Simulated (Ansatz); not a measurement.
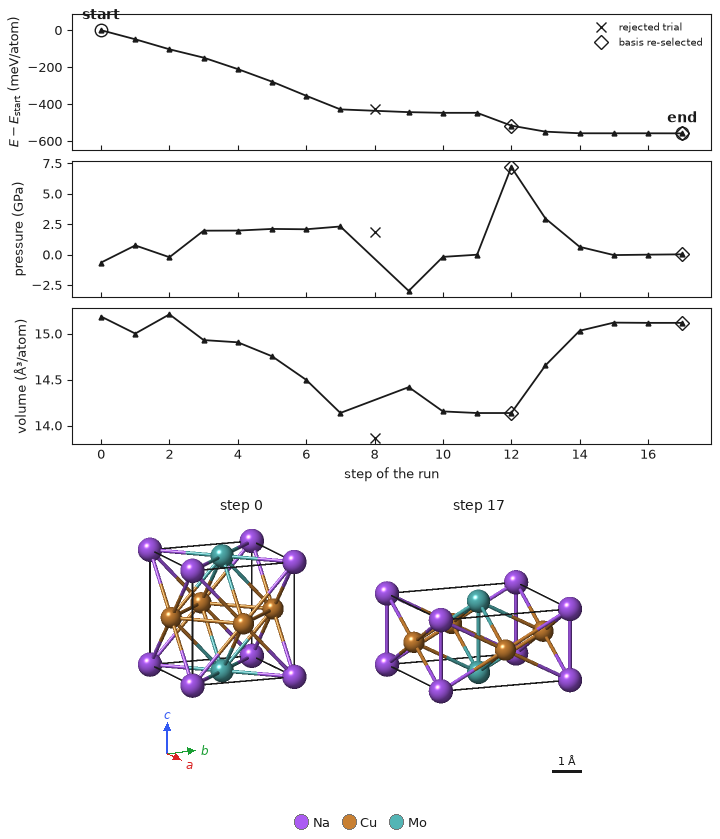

First and last geometry of a relaxation of solid NaCu2Mo (a generated structure, set up in P4/mmm), with the history of the run. Style: ball-and-stick. Shown: the cell of the calculation, slightly off an axis.

Method: Ansatz, DFT PBE, scalar-relativistic, plane waves, PAW.

Input
```yaml
crystal:
  lattice:
    - [3.85101136, 0.0, 0.0]
    - [0.0, 3.85101136, 0.0]
    - [0.0, 0.0, 4.09608589]
  atoms:
    - { symbol: Na, position: [0.0, 0.0, 0.0] }
    - { symbol: Cu, position: [0.5, 0.0, 0.5] }
    - { symbol: Cu, position: [0.0, 0.5, 0.5] }
    - { symbol: Mo, position: [0.5, 0.5, 0.0] }
basis:
  ecutwfc: 420
kpoints:
  mp_grid: { grid: [12, 12, 12] }
hamiltonian:
  xc: pbe
scf:
  occupations: { method: gaussian, width: 0.1 }
output:
  forces: true
  stress: true
  eigenvalues: true
relax:
  adjacent_minimum: "off"
  f_tol: 0.01
  max_steps: 80
  cell: { stress_tol: 0.05 }
```

Launched with:
```bash
ansatz run input.yaml --threads 1 --pin off --max-ram 2048MiB --backend cpu --events-out ev --progress --plain --runs-dir out
```

**What do the curves and the structures tell?**

It converged. The atoms keep their places relative to the cell (all moves are under 0.005 Å). The volume changes by −0.5 %, with a = b 3.851 → 4.881 Å (+26.8 %), c 4.096 → 2.538 Å (−38.0 %). Among the contacts that change: Na1–Na1 4.096 → 2.538 Å, Cu2–Cu2 4.096 → 2.538 Å, Mo4–Mo4 4.096 → 2.538 Å, Cu2–Cu3 2.723 → 3.452 Å. The space group stays P4/mmm (No. 123). Over 14 accepted moves (17 points after the start) the energy falls by 558 meV per atom. All forces vanish by symmetry, so only the cell relaxes. Pressure: −0.65 GPa at the start and 0.03 GPa at the end. The line search rejected the trial step at point 8 of the run. At 2 points the geometry stayed and the basis and grid were re-selected for the new cell (energy shift of 69.1 meV per atom at most each time).
